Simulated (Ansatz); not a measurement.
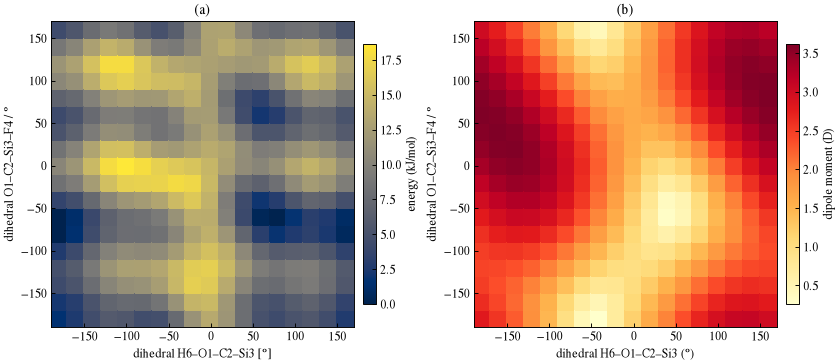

CH4F2OSi, SMILES OC[SiH](F)F. The first coordinate is: dihedral H6–O1–C2–Si3; the second: dihedral O1–C2–Si3–F4. Nothing is relaxed (all other coordinates rigid). The scan uses an 18 × 18 grid. Points are written as (first, second). Energies: kJ/mol, counted from the lowest grid point. Theory: RHF/def2-TZVP (Ansatz 0.2.0).

Panel (a) is the energy and panel (b) the computed dipole moment on the same grid.

In the figure: one coloured cell a grid point.

How does the dipole moment vary over the map, and what is it at the lowest grid point?

Answer. Leaving out the highest fifth of the energies, it runs from 0.26 D at (−40°, −180°) to 3.62 D at (−160°, 40°). At the lowest grid point, (−180°, −80°), it is 2.60 D.

| dihedral O1–C2–Si3–F4 ↓, dihedral H6–O1–C2–Si3 → | −180 | −140 | −100 | −60 | −20 | 20 | 60 | 100 | 140 |
| --- | --- | --- | --- | --- | --- | --- | --- | --- | --- |
| 160 | 3.02 | 2.44 | 1.60 | 0.59 | 0.82 | 1.72 | 2.52 | 3.14 | 3.31 |
| 120 | 3.37 | 2.90 | 2.15 | 1.32 | 1.20 | 1.84 | 2.60 | 3.28 | 3.56 |
| 80 | 3.59 | 3.32 | 2.76 | 2.00 | 1.56 | 1.78 | 2.40 | 3.12 | 3.55 |
| 40 | 3.58 | 3.57 | 3.18 | 2.48 | 1.82 | 1.52 | 1.90 | 2.67 | 3.28 |
| 0 | 3.34 | 3.55 | 3.31 | 2.65 | 1.87 | 1.16 | 1.20 | 2.06 | 2.84 |
| −40 | 2.98 | 3.28 | 3.12 | 2.52 | 1.72 | 0.81 | 0.51 | 1.55 | 2.40 |
| −80 | 2.60 | 2.81 | 2.64 | 2.09 | 1.42 | 0.76 | 0.77 | 1.56 | 2.19 |
| −120 | 2.44 | 2.35 | 2.01 | 1.41 | 1.01 | 1.05 | 1.49 | 2.08 | 2.40 |
| −160 | 2.63 | 2.19 | 1.52 | 0.69 | 0.72 | 1.44 | 2.13 | 2.69 | 2.87 |

The table holds every second grid line.
